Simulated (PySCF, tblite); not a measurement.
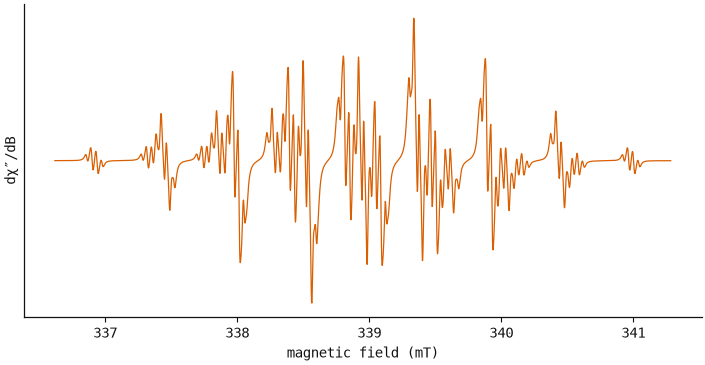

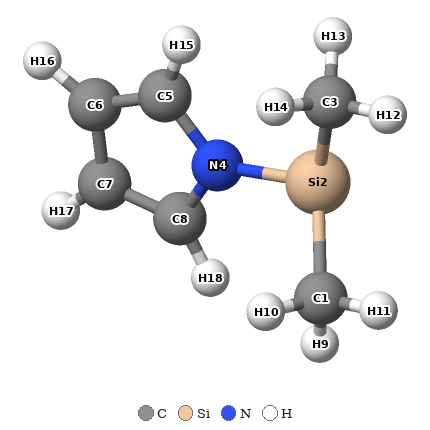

First-order isotropic EPR spectrum (fast tumbling, first derivative) of C₆H₁₀NSi, SMILES C[Si](C)n1cccc1, doublet at 9.50 GHz, Lorentzian lines of 0.03 mT full width at half height, from computed g and hyperfine couplings (B3LYP/pcH-1 with PySCF 2.14.0, at a GFN2-xTB geometry (a minimum by its frequencies), gas phase); values of one conformer, averaged over methyl-type rotors alone; other conformers aren't averaged in; no vibrational averaging; dilute isotopes left out. The SMILES is one Lewis form and needn't show where the spin sits.

Q: Which couplings does the calculation give? The spectrum shows the sizes of those above the line width, not their signs.

A:
```
       nuclei  isotope  a (mT)  a (MHz)
H12, H13, H14       ¹H    0.55     15.3
 H9, H10, H11       ¹H    0.53     14.8
           N4      ¹⁴N    0.42     11.8
     H16, H17       ¹H   −0.04     −1.1
          H18       ¹H   −0.03     −0.9
```

Q: What is the g value, and how wide is the spectrum?

A: g_iso = 2.0025, which centres the spectrum at 339.0 mT; it spans 4.2 mT.

Caveats: the tight-binding geometry is rougher than a DFT one and adds to the error.
